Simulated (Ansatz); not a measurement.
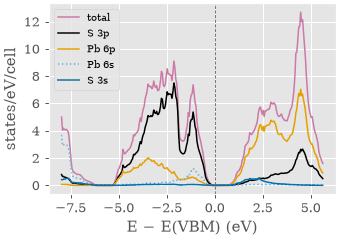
Total and projected density of states of PbS (rock salt, Fm-3m), r²SCAN+D4 (plane waves, PAW; program Ansatz)

Task: Which orbitals carry the states next to the gap?

Result: Top 1 eV of the valence band: S 3p 68 %, Pb 6s 20 %, Pb 6p 9 %. Bottom 1 eV of the conduction band: Pb 6p 70 %, S 3s 15 %, S 3p 8 %. Projections are on Löwdin-orthogonalised atomic valence shells; empty p or d shells of many metals are not among them.

Task: Where is the tallest occupied peak in this window, and what makes it?

Result: Near -2.1 eV, about 9.1 states/eV per cell; the largest projected share is S 3p.

The cell was relaxed with r²SCAN+D4 under the symmetry of its start. Spin–orbit coupling is left out wherever it is not named.

Potentials: the later of the program's two PAW sets.
